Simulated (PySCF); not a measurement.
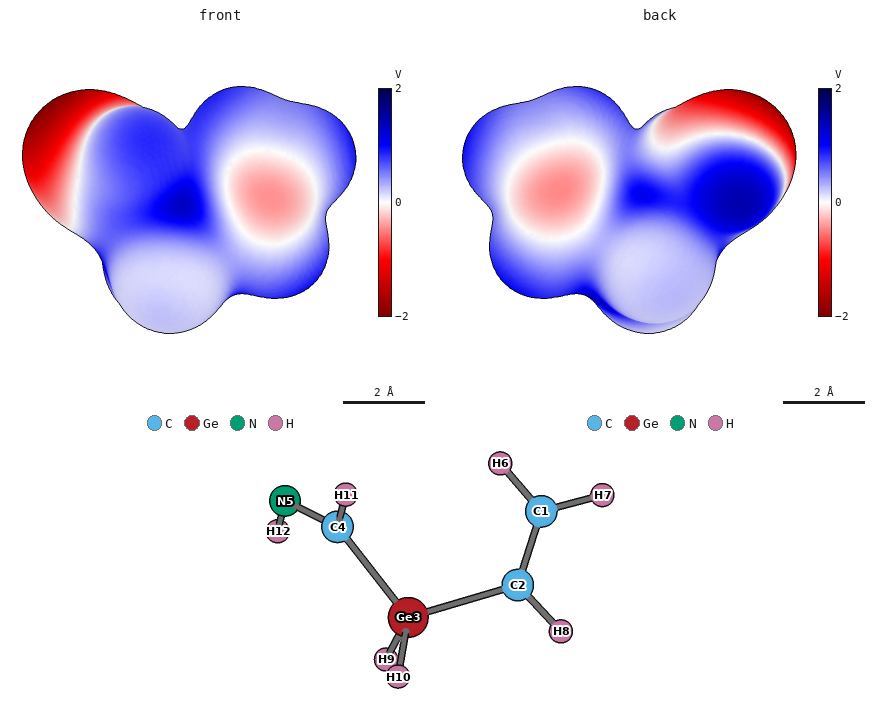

The picture shows: C₃H₇GeN (SMILES [H]/N=[CH]\[GeH2][CH]=C). The molecular electrostatic potential painted on the density surface at 0.002 e/bohr³, seen from the front and from behind; the colour scale runs from red (negative) to blue (positive). The bare structure is drawn below in the same view.

Geometry: GFN2-xTB.

Method: wB97X-D/def2-SVPD, SCF density, gas phase in PySCF.

```xyz
12

C    -1.9338    0.2713    0.7651
C    -1.3684   -0.7667    0.1705
Ge    0.4805   -0.7962   -0.4585
C     1.3484    0.9766   -0.2535
N     2.3409    1.2909    0.4426
H    -1.3924    1.1894    0.9382
H    -2.9575    0.2574    1.1087
H    -1.9463   -1.6695    0.0159
H     1.2761   -1.8418    0.2911
H     0.4981   -1.2269   -1.9045
H     0.8949    1.7948   -0.8134
H     2.7606    0.5202    0.9660
```

**Describe the electrostatic potential map.**

The most negative region (about −1.8 V, or −42 kcal/mol for a unit charge) lies over N5, the most positive (about +1.4 V, or +32 kcal/mol for a unit charge) over H12. N5 is the likeliest acceptor of a hydrogen bond.

**What dipole moment does the calculation give?**

Its dipole moment is 2.01 D.
